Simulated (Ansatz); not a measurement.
Take YN in the rock salt structure (space group Fm-3m, No. 225; a = 4.896 Å) as the base. Axes: x, y, z lie along the cube axes.

The change: strain tensor (xx, yy, zz, yz, xz, xy) = (−1.09, −0.53, +1.04, −0.66, −1.16, +1.78) %; the atoms relax in the strained cell.

All numbers come from Ansatz (a quantum-chemistry and plane-wave program) r2SCAN, spin-orbit coupling left out.

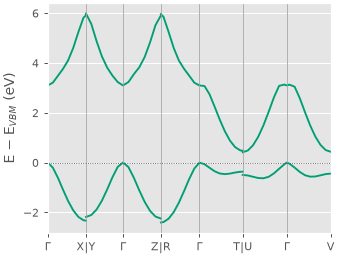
Fig. 1. Highest valence and lowest conduction band along the path of the changed cell's own zone

Read the changed gap and its character from the plot.

About 0.4 eV, indirect, Γ → U.

Stability against distortions was not tested. k-point labels follow each cell's own Brillouin zone.
